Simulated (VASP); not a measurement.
```yaml
crystal:
  lattice:
    - [0.00000, 2.57639, 2.57639]
    - [2.57639, 0.00000, 2.57639]
    - [2.57639, 2.57639, 0.00000]
  atoms:
    - { symbol: Ga, position: [0.00000, 0.00000, 0.00000] }
    - { symbol: P, position: [0.50000, 0.50000, 0.50000] }
```

The numbers are results of PBE GGA, VASP's PBE PAW potentials (set 64) (plane waves; VASP), not measurements. Numerical set-up: 400 eV cut-off, 14×14×14 Γ-centred mesh, tetrahedra with Blöchl corrections, potentials Ga_d P.

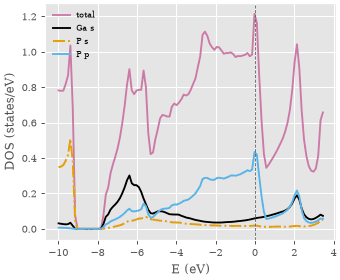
Fig. 1. Total and projected density of states, zero at the Fermi level

Within 2 eV below the Fermi level the largest weight inside VASP's projection spheres is P p, then Ga p.

It has no gap at this level: it comes out as a metal or semimetal.

The structure was generated: GaP was put into the rock salt type (Fm-3m), which need not be its known phase. It was relaxed first, which changed the volume by +13 %.
